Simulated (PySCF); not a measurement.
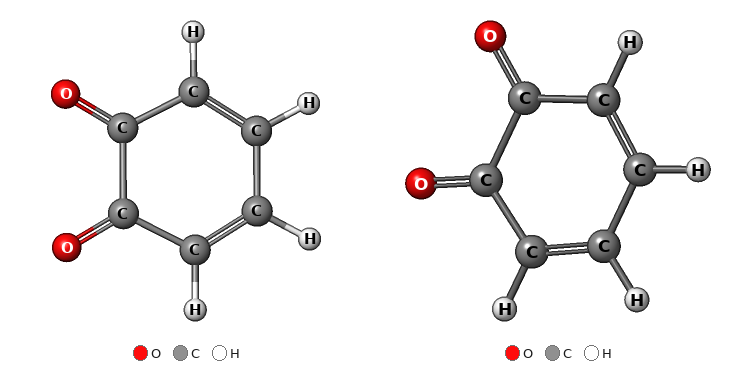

The same structure drawn twice, from different directions.

The geometry was computed by an optimisation with GFN2-xTB. No frequency run is at hand to confirm it as a minimum.

Which formula does it have?

C₆H₄O₂, 12 atoms: 6 carbon, 4 hydrogen and 2 oxygen.

Write the SMILES.

O=C1C=CC=CC1=O

Count the bonded pairs by element.

6 C–C, 4 C–H, 2 C–O.

More results for the same structure follow; atom numbers are the same in all pictures, views and colours differ.

### Geometry

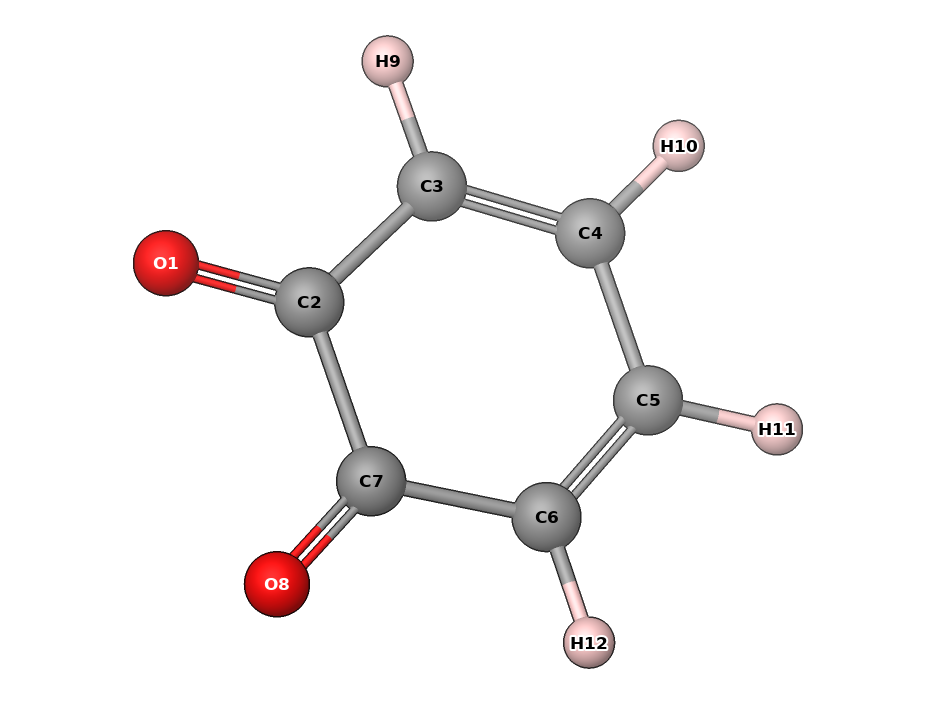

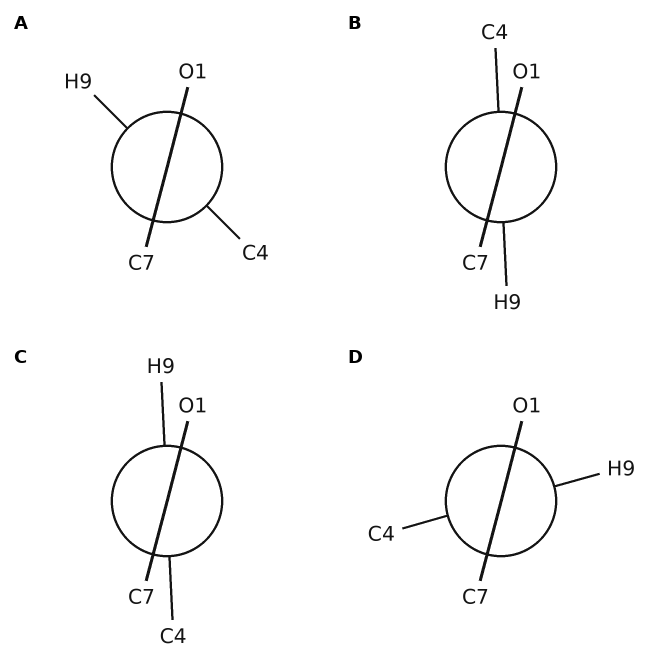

Depth is shown by fading: the farther an atom, the more it takes the colour of the background. Bonds that would overlap in a projection are set slightly apart. No frequency run is at hand to confirm it as a minimum.

Which Newman projection shows the view along C2–C3, with C2 in front?

C. The torsion angle O1–C2–C3–C4 is 180°, antiperiplanar (anti).

### Ring current

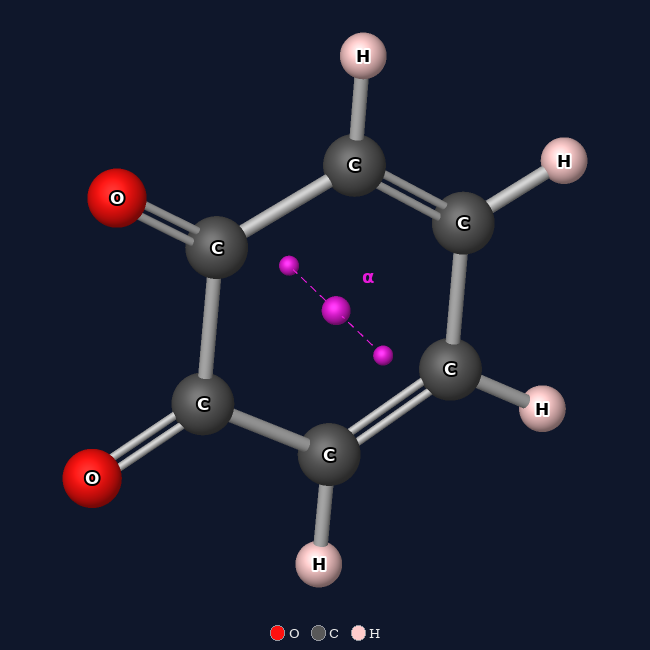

The small points mark where nucleus-independent chemical shifts (NICS) were computed: at the centre of each lettered ring and 1 Å above and below it. No frequency run is at hand to confirm it as a minimum. Properties computed with GIAO PBE0/pcSseg-1 NMR shielding, non-relativistic, gas phase (PySCF 2.14.0).

Give NICS(0), NICS(1) and the out-of-plane component NICS(1)zz for each ring (means of the two sides).

| ring | members | NICS(0) | NICS(1) | NICS(1)zz |
| --- | --- | --- | --- | --- |
| α | C6 | 11.1 | 2.2 | 7.1 |

Values in ppm.

### Polarisability

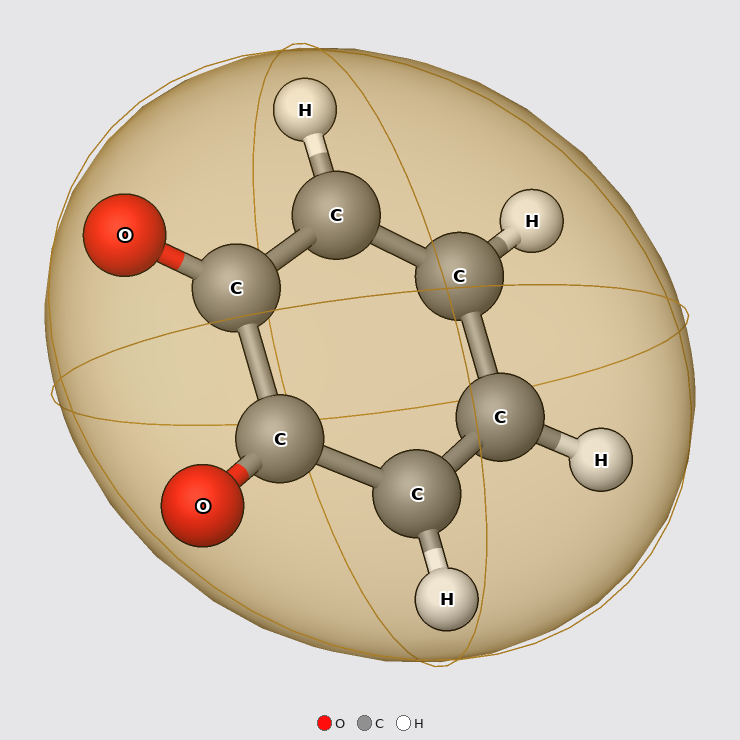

The ellipsoid shows the static dipole polarisability: its half-axes are proportional to the principal values. No frequency run is at hand to confirm it as a minimum. Computed with PBE0/def2-SVPD (PySCF 2.14.0).

How large and how anisotropic is the polarisability?

Principal values 42.2, 85.2, 93.4 bohr³; mean 73.6 bohr³ (10.91 Å³); anisotropy 47.7 bohr³, so the longest axis is 2.22 times the shortest.

### Charges

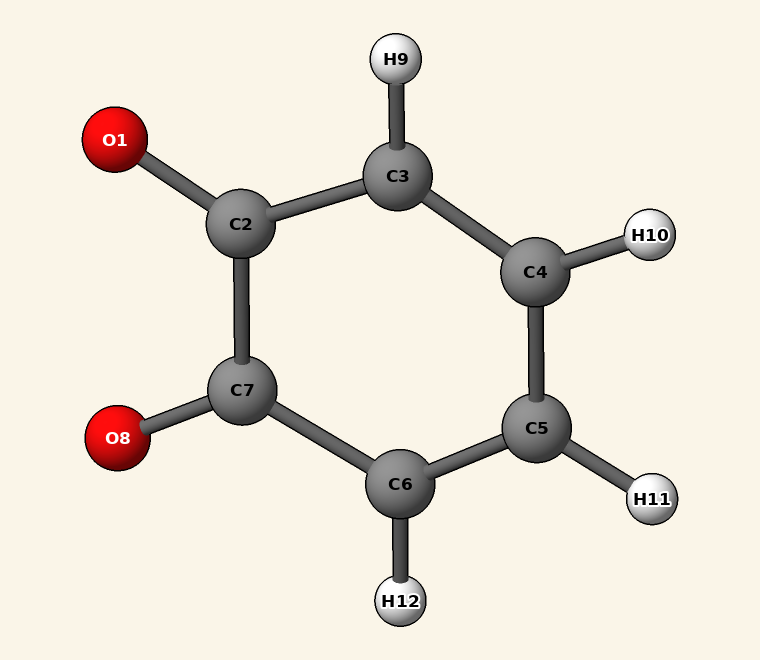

The questions are on Mulliken charges. No frequency run is at hand to confirm it as a minimum. Level of theory: PBE0/pcSseg-1, gas phase (PySCF 2.14.0).

Which atom carries the highest charge (most positive or least negative)?

C2, C7 (0.24 e).

And the lowest?

O1, O8 (−0.31 e).

List the Mulliken charges.

```
atom  value (e)
  O1      −0.31
  C2       0.24
  C3      −0.12
  C4      −0.04
  C5      −0.04
  C6      −0.12
  C7       0.24
  O8      −0.31
  H9       0.12
 H10       0.11
 H11       0.11
 H12       0.12
```

### NMR shielding

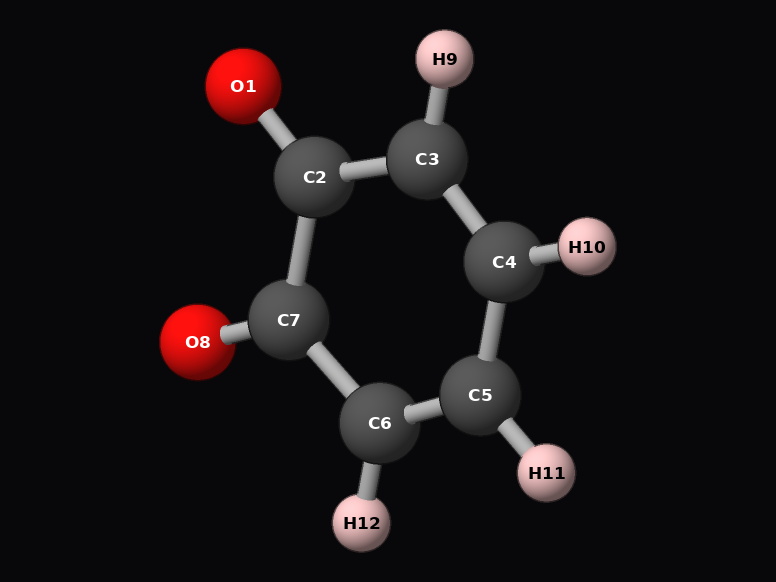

No frequency run is at hand to confirm it as a minimum. Method: GIAO PBE0/pcSseg-1 NMR shielding, non-relativistic, gas phase (PySCF 2.14.0). Principal shieldings σ11 ≤ σ22 ≤ σ33, span Ω = σ33 − σ11, skew κ = 3(σiso − σ22)/Ω.

Give the shielding tensors of the O atoms.

```tsv
atom	σ11	σ22	σ33	σiso	Ω	κ
O1, O8	−1299.1	−422.7	384.4	−445.8	1683.5	−0.04
```

Shieldings and span in ppm.

Mulliken values depend strongly on the basis set and can even reverse the polarity of a bond.
